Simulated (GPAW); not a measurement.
SnO2 (Pnnm), O K edge of atom 3, with 3 Sn at 2.09 Å (distorted trigonal planar, site symmetry m). Method: GPAW, LDA, full core hole (charged cell), 12-atom cell with 5.8 Å between holes, 4×4×4 k points, dipole transitions, Gaussian full width 0.9 eV up to 4 eV, rising linearly to 3.5 eV at 25 eV.

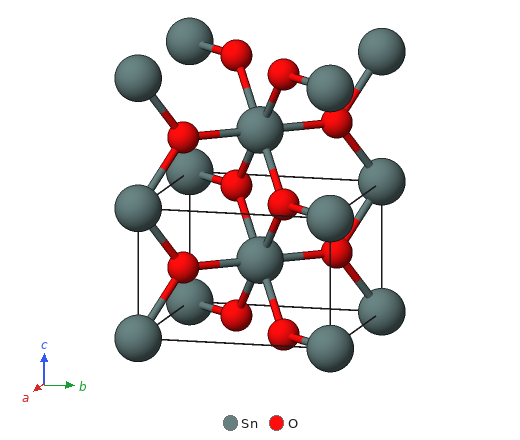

The structure (tin teal, oxygen red). 1×1×2 cells are drawn. Some periodic images of atoms are drawn too.

```xyz
6
Lattice="4.7880 0.0000 0.0000 0.0000 4.8666 0.0000 0.0000 0.0000 3.2409" Properties=species:S:1:pos:R:3 pbc="T T T"
Sn    0.0000    0.0000    0.0000
Sn    2.3940    2.4333    1.6204
O     3.3906    3.3042    0.0000
O     0.9966    3.9957    1.6204
O     3.7914    0.8709    1.6204
O     1.3974    1.5624    0.0000
```

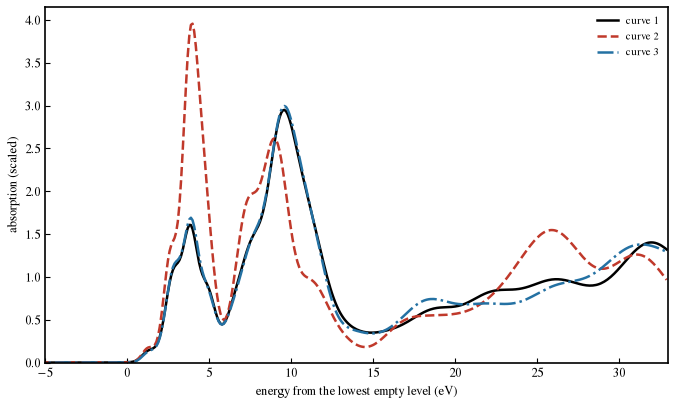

Energy from the lowest empty level; a common scale on which the isotropic spectrum has a mean of 1 over the first 20 eV.

Q: The curves are for the electric vector along different Cartesian axes of the cell as given, averaged over the symmetry-equivalent atoms. Which is which?

Curve 1: along x, main maxima 3.8 eV (1.61) and 9.6 eV (2.95). Curve 2: along z, main maxima 4.0 eV (3.96) and 9.0 eV (2.62). Curve 3: along y, main maxima 3.9 eV (1.69), 9.6 eV (3.00) and 18.6 eV (0.74). A K edge sees empty p states on the absorber. Each direction probes the empty orbitals that point along it. The holes are only 5.8 Å apart, so the shape is probably not converged with cell size; no larger cell was run here. The mesh is coarse (0.33 Å⁻¹ between points), so small maxima may be mesh ripples.

[Banner, clock and machine lines of the logs are left out without a mark of their own.]

[Logs are printed without paths, hosts, clocks, repeated set-up lines and the standing remarks that a program may print on its own settings, such as how far it seeks lower states.]

[Hosts, paths, dates, database ids (printed as entryN), source tags and the programs' standing remarks are cut or masked in the printed files.]

[Lists of maxima count a maximum above −3 eV only where it reaches 4 % of the highest in the window and stands out from its surroundings by 2 % of it (1.5 % where it reaches 55 %); shoulders and weaker maxima are passed over, and of the rest the first, up to two pre-edge ones and the few strongest are named.]
